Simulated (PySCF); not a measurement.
```xyz
12

O     1.7551    1.7782    0.6044
S     1.4834    0.5739   -0.1788
O     1.0550    0.8441   -1.5504
O     2.5307   -0.4411   -0.0754
C     0.0357   -0.1794    0.6274
C    -1.2646    0.3410    0.1344
C    -0.7881   -1.0171   -0.2806
H     0.1959   -0.4397    1.6609
H    -2.1078    0.4192    0.8107
H    -1.1930    1.1304   -0.5980
H    -1.2960   -1.8936    0.1040
H    -0.4052   -1.1164   -1.2848
```

Geometry: GFN2-xTB, NEB image 0 of 0 to 8.

Level of theory: PBE0/pcSseg-1, SCF density, gas phase, non-relativistic (PySCF 2.14.0).

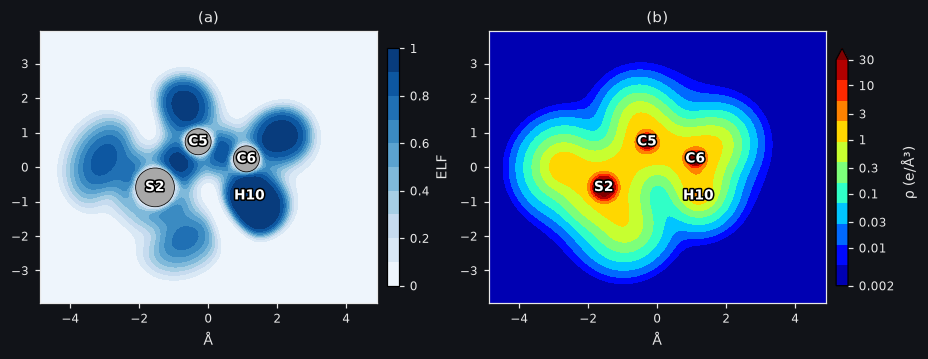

C3H5O3S (SMILES O=S(=O)([O-])C1CC1) (charge −1). (a) electron localisation function; (b) total electron density on the plane of atoms S2, C5 and C6. Grey discs cover the atomic cores in the ELF map.

> What does the map show?

- The plane passes through S, C and H nuclei.
- C–C (1.48 Å): ρ is about 1.6 e/Å³ halfway; the ELF peaks at about 0.90 between the atoms: localised, covalent bonding.
- C–S (1.82 Å): ρ at the midpoint is about 1.3 e/Å³; the ELF peaks at about 0.95 between the atoms (a covalent bond).
- C–H (1.08 Å): the density is about 2 e/Å³ at the midpoint; the ELF climbs to about 1 towards the hydrogen, as it does in any bond to H (an ordinary covalent bond to hydrogen).
- The ELF also peaks beside O4, away from the bonds: lone-pair regions.
